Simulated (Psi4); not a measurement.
**BH5O (SMILES [H]B([H])([H])<-O): levels of theory compared**

We compute a comparison of 5 runs (B3LYP/6-311+G**, UHCTH/407/6-311++G**, B3LYP/cc-pVTZ, MP2/aug-cc-pCVDZ, CCSD(T)/def2-TZVP) of BH5O. 

Program for the calculation: Psi4 1.11.

## 1. Starting point

BH5O: 7 atoms, total charge 0, spin state singlet. As SMILES, `[H]B([H])([H])<-O`. The coordinates come from a GFN2-xTB relaxation.

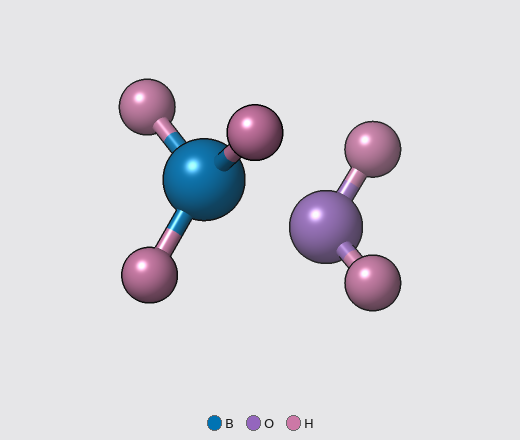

Viewed from a chosen angle; boron blue, oxygen purple, hydrogen pink.

## 2. A single-point energy at B3LYP/6-311+G(d,p) (run 1)

File calc.dat:

```
memory 1600 mb

molecule geom {
  0 1
  B      0.067800    -0.111690    -0.668890
  O      0.100820    -0.146640     1.030730
  H     -0.836060    -0.142600     1.252490
  H      0.486320     0.708910     1.244780
  H      1.210120    -0.068530    -0.970290
  H     -0.544260     0.876330    -0.930190
  H     -0.484730    -1.115770    -0.958620
  symmetry c1
}

set basis 6-311+G**
set reference rks
set puream true
set e_convergence 1e-09
set d_convergence 1e-08
set scf_type pk
set dft_radial_points 99
set dft_spherical_points 590

energy_value, wavefunction = energy('b3lyp', return_wfn=True)
oeprop(wavefunction, 'WIBERG_LOWDIN_INDICES', 'QUADRUPOLE', 'DIPOLE')
```

On the command line:

```console
$ psi4 -i calc.dat -o calc.out -n 1
```

calc.out:

```text
[...]
  Running in c1 symmetry.
[...]
  Nuclear repulsion =   38.322877331886730
[...]
  Multiplicity = 1
[...]
  Nalpha       = 9
  Nbeta        = 9
[...]
    Number of basis functions: 74
[...]
   @RKS iter   1:  -102.86941125933524   -3.58331e-01   9.26535e-03 DIIS/ADIIS
[...]
   @RKS iter  10:  -103.09747674336253   -6.25278e-13   2.97462e-09 DIIS
[...]
    Orbital Energies [Eh]
    ---------------------
    Doubly Occupied:
       1A    -19.230815     2A     -6.698536     3A     -1.124524
       4A     -0.641374     5A     -0.552842     6A     -0.469706
       7A     -0.400126     8A     -0.303304     9A     -0.296777
[...]
  @RKS Final Energy:  -103.09747674336253
   => Energetics <=
    Nuclear Repulsion Energy =             38.3228773318867297
    One-Electron Energy =                -214.9494152447909983
    Two-Electron Energy =                  85.2900038102873026
    DFT Exchange-Correlation Energy =     -11.7609426407455615
    Empirical Dispersion Energy =           0.0000000000000000
    VV10 Nonlocal Energy =                  0.0000000000000000
    Total Energy =                       -103.0974767433625345
[...]
 Multipole Moments:
 ------------------------------------------------------------------------------------
     Multipole            Electronic (a.u.)      Nuclear  (a.u.)        Total (a.u.)
 ------------------------------------------------------------------------------------
 L = 1.  Multiply by 2.5417464519 to convert [e a0] to [Debye]
 Dipole X            :          0.1278938           -0.4776434           -0.3497496
 Dipole Y            :         -0.1779345            0.7347283            0.5567938
 Dipole Z            :          2.2637776           -0.7181296            1.5456480
 Magnitude           :                                                    1.6796940
 L = 2.  Multiply by 1.3450342976 to convert [e a0^2] to [Debye ang]
 Quadrupole XX       :        -21.6676241           10.6628527          -11.0047713
 Quadrupole XY       :         -0.4558000            1.2973988            0.8415988
[...]
```

It took 11 s on 1 thread of Intel Xeon Platinum 8488C (Sapphire Rapids), shared host; peak memory 1.1 GiB.

## 3. Energy and one-electron properties at UHCTH/407/6-311++G(d,p) (sfX2C, Coulomb fitting set) (run 2)

File bh5o.sdf:

```

     RDKit          3D

  7  6  0  0  0  0  0  0  0  0999 V2000
    0.0678   -0.1117   -0.6689 B   0  0  0  0  0  0  0  0  0  0  0  0
    0.1008   -0.1466    1.0307 O   0  0  0  0  0  0  0  0  0  0  0  0
   -0.8361   -0.1426    1.2525 H   0  0  0  0  0  0  0  0  0  0  0  0
    0.4863    0.7089    1.2448 H   0  0  0  0  0  0  0  0  0  0  0  0
    1.2101   -0.0685   -0.9703 H   0  0  0  0  0  0  0  0  0  0  0  0
   -0.5443    0.8763   -0.9302 H   0  0  0  0  0  0  0  0  0  0  0  0
   -0.4847   -1.1158   -0.9586 H   0  0  0  0  0  0  0  0  0  0  0  0
  2  1  1  0
  3  2  1  0
  4  2  1  0
  5  1  1  0
  6  1  1  0
  7  1  1  0
M  CHG  2   1  -1   2   1
M  END
$$$$
```

File calc.py:

```python
import psi4
from rdkit import Chem

psi4.set_memory('1600 MB')
psi4.set_num_threads(1)
psi4.set_output_file('psi4.out', False)

rd = Chem.SDMolSupplier('bh5o.sdf', removeHs=False, sanitize=False)[0]
xyz = rd.GetConformer().GetPositions()
atoms = '\n'.join(f'{a.GetSymbol()} {x:.4f} {y:.4f} {z:.4f}' for a, (x, y, z) in zip(rd.GetAtoms(), xyz))
mol = psi4.geometry('0 1\n' + atoms + '\nsymmetry c1')

psi4.set_options({
    'reference': 'uks',
    'scf_type': 'disk_df',
    'screening': 'csam',
    'df_basis_scf': 'def2-universal-jfit',
    'print': 2,
    'relativistic': 'x2c',
})

energy_value, wavefunction = psi4.energy('hcth407/6-311++G**', molecule=mol, return_wfn=True)
psi4.oeprop(wavefunction, 'MULTIPOLE(3)', 'MULLIKEN_CHARGES', 'DIPOLE')
print(f'total energy {energy_value:.8f} hartree = {energy_value * 27.211386:.5f} eV')
for k, v in sorted(psi4.core.scalar_variables().items()):
    print(f'{k:45s} {v:18.10f}')
```

On the command line:

```console
$ python calc.py
```

psi4.out, cut to the lines that bear on the results:

```text
[...]
  Running in c1 symmetry.
[...]
  Nuclear repulsion =   38.323119398671544
[...]
  Multiplicity = 1
[...]
  Nalpha       = 9
  Nbeta        = 9
[...]
    WARNING: The X2C and Dirac Hamiltonians have substatially different eigenvalues!
             This is probably caused by the recontraction of the basis set.
[...]
   @DF-UKS iter   1:  -102.85016136873340   -2.98491e-01   9.75295e-03 ADIIS/DIIS
[...]
   @DF-UKS iter   8:  -103.14693887693909   -8.80932e-09   4.12682e-07 DIIS
[...]
   @S^2 Observed:                5.329070518E-14
[...]
  @DF-UKS Final Energy:  -103.14693887693909
   => Energetics <=
    Nuclear Repulsion Energy =             38.3231193986715439
    One-Electron Energy =                -215.0962076894070094
    Two-Electron Energy =                  88.1788568844392984
    DFT Exchange-Correlation Energy =     -14.5527074706429147
    Empirical Dispersion Energy =           0.0000000000000000
    VV10 Nonlocal Energy =                  0.0000000000000000
    Total Energy =                       -103.1469388769390889
[...]
 Multipole Moments:
 ------------------------------------------------------------------------------------
     Multipole            Electronic (a.u.)      Nuclear  (a.u.)        Total (a.u.)
 ------------------------------------------------------------------------------------
 L = 1.  Multiply by 2.5417464519 to convert [e a0] to [Debye]
 Dipole X            :          0.1378295           -0.4776800           -0.3398505
 Dipole Y            :         -0.1931354            0.7346434            0.5415081
 Dipole Z            :          2.2726614           -0.7180268            1.5546346
 Magnitude           :                                                    1.6809575
[...]
  Mulliken Charges: (a.u.)
   Center  Symbol    Alpha    Beta     Spin     Total
       1     B     2.62463  2.62463 -0.00000 -0.24926
       2     O     4.12888  4.12888 -0.00000 -0.25776
       3     H     0.34657  0.34657  0.00000  0.30686
       4     H     0.34640  0.34640  0.00000  0.30719
       5     H     0.51641  0.51641  0.00000 -0.03282
       6     H     0.52021  0.52021  0.00000 -0.04043
       7     H     0.51689  0.51689  0.00000 -0.03378
   Total alpha =  9.00000, Total beta =  9.00000, Total charge =  0.00000
```

The script printed:

```text
total energy -103.14693888 hartree = -2806.77117 eV
CURRENT ENERGY                                   -103.1469388769
CURRENT REFERENCE ENERGY                         -103.1469388769
DD SOLVATION ENERGY                                 0.0000000000
DFT FUNCTIONAL TOTAL ENERGY                      -103.1469388769
DFT TOTAL ENERGY                                 -103.1469388769
DFT VV10 ENERGY                                     0.0000000000
DFT XC ENERGY                                     -14.5527074706
GRID ELECTRONS ALPHA                                8.9999932495
GRID ELECTRONS BETA                                 8.9999932495
GRID ELECTRONS TOTAL                               17.9999864990
NUCLEAR REPULSION ENERGY                           38.3231193987
ONE-ELECTRON ENERGY                              -215.0962076894
PCM POLARIZATION ENERGY                             0.0000000000
PE ENERGY                                           0.0000000000
SCF ITERATION ENERGY                             -103.1469388769
SCF ITERATIONS                                      8.0000000000
SCF TOTAL ENERGY                                 -103.1469388769
TWO-ELECTRON ENERGY                                88.1788568844
XC GRID RADIAL POINTS                              75.0000000000
XC GRID SPHERICAL POINTS                          302.0000000000
XC GRID TOTAL POINTS                           153158.0000000000
```

Wall time 6.3 s (1 thread of Intel Xeon Platinum 8488C (Sapphire Rapids), shared host); peak memory 0.58 GiB.

Atomic charges (e):

| atom | Mulliken |
| --- | --- |
| B1 | -0.249 |
| O2 | -0.258 |
| H3 | +0.307 |
| H4 | +0.307 |
| H5 | -0.033 |
| H6 | -0.040 |
| H7 | -0.034 |

Runs 3 to 4 aren't shown in full; the table further down has their settings and results.

## 4. A single-point energy at CCSD(T)/def2-TZVP (run 5)

File calc.in:

```
memory 1600 mb

molecule geom {
  0 1
  B      0.12812343    -0.21106351    -1.26401891
  O      0.19052219    -0.27710944     1.94779741
  H     -1.57992442    -0.26947495     2.36686307
  H      0.91901161     1.33964575     2.35229329
  H      2.28679538    -0.12950293    -1.83358236
  H     -1.02850234     1.65602369    -1.75780434
  H     -0.91600694    -2.10849972    -1.81152926
  units au
  symmetry c1
}

set basis def2-TZVP
set puream true
set e_convergence 1e-09
set d_convergence 1e-08
set scf_type pk
set num_frozen_docc 2

e, wfn = energy("ccsd(t)", return_wfn=True)
print_variables()
```

On the command line:

```console
$ psi4 -i calc.in -o calc.out -n 1
```

calc.out:

```text
[...]
  Running in c1 symmetry.
[...]
  Nuclear repulsion =   38.322877333990242
[...]
  Multiplicity = 1
[...]
  Nalpha       = 9
  Nbeta        = 9
[...]
    Number of basis functions: 92
[...]
   @RHF iter   1:  -102.39135588964520   -6.70018e-01   4.04608e-03 ADIIS/DIIS
[...]
   @RHF iter  11:  -102.46724256930194   -2.14584e-12   2.74990e-09 DIIS
[...]
    Orbital Energies [Eh]
    ---------------------
    Doubly Occupied:
       1A    -20.661354     2A     -7.550425     3A     -1.456050
       4A     -0.820894     5A     -0.749093     6A     -0.663857
       7A     -0.567378     8A     -0.441517     9A     -0.435011
[...]
  @RHF Final Energy:  -102.46724256930194
   => Energetics <=
    Nuclear Repulsion Energy =             38.3228773339902418
    One-Electron Energy =                -214.8890842708084961
    Two-Electron Energy =                  74.0989643675163023
    Total Energy =                       -102.4672425693019449
[...]
 Multipole Moments:
 ------------------------------------------------------------------------------------
     Multipole            Electronic (a.u.)      Nuclear  (a.u.)        Total (a.u.)
 ------------------------------------------------------------------------------------
 L = 1.  Multiply by 2.5417464519 to convert [e a0] to [Debye]
 Dipole X            :          0.1198820           -0.4776434           -0.3577615
 Dipole Y            :         -0.1658171            0.7347283            0.5689112
 Dipole Z            :          2.2334892           -0.7181296            1.5153596
 Magnitude           :                                                    1.6576996
[...]
      * MP2 total energy                      = -102.844143083243381
[...]
      * CCSD total energy                     = -102.870923662729226
[...]
      * CCSD(T) total energy                  = -102.882452868645913
[...]
```

Run time: 21 s. Hardware: 1 thread of Intel Xeon Platinum 8488C (Sapphire Rapids), shared host; peak memory 0.91 GiB.

## 5. All runs side by side

| run | level | task | integrals | energy (Eh) | dipole moment (D) | HOMO energy (eV) | LUMO energy (eV) | wall time |
| --- | --- | --- | --- | --- | --- | --- | --- | --- |
| 1 | B3LYP/6-311+G** | energy | pk | -103.097477 | 4.27 | -8.08 | -1.20 | 11 s |
| 2 | UHCTH/407/6-311++G** (sfX2C, Coulomb fitting set) | properties | disk_df | -103.146939 | 4.27 | -7.01 | -1.85 | 6.3 s |
| 3 | B3LYP/cc-pVTZ | energy | pk | -103.107272 | 4.21 | -8.05 | -0.64 | 23 s |
| 4 | MP2/aug-cc-pCVDZ (density fitting for correlation) | energy | pk | -102.770495 | – | -11.82 | 0.55 | 3.6 s |
| 5 | CCSD(T)/def2-TZVP | energy | pk | -102.882453 | – | -11.84 | 2.52 | 21 s |

## 6. What came out

| quantity | value |
| --- | --- |
| run 5: total energy | -102.88245 Eh |
| run 5: HOMO energy (Hartree–Fock orbitals) | -11.84 eV |
| run 5: LUMO energy (Hartree–Fock orbitals) | 2.52 eV |
| run 5: HOMO–LUMO gap (Hartree–Fock orbitals) | 14.36 eV |
| run 5: correlation energy (2 core orbitals frozen) | -415.2 mEh |
| run 5: (T) correction | -11.53 mEh |
| run 5: T1 diagnostic | 0.009 |

What this shows: Over runs 1, 2, 3 the dipole moment (its size) runs from 4.21 D (B3LYP/cc-pVTZ) to 4.27 D (UHCTH/407/6-311++G**). The two ends differ in method and basis and Hamiltonian. Over runs 1, 2, 3 the HOMO–LUMO gap runs from 5.16 eV (UHCTH/407/6-311++G**) to 7.41 eV (B3LYP/cc-pVTZ). Totals of different functionals can't be ranked against each other. All runs together took 65 s, the longest 23 s.
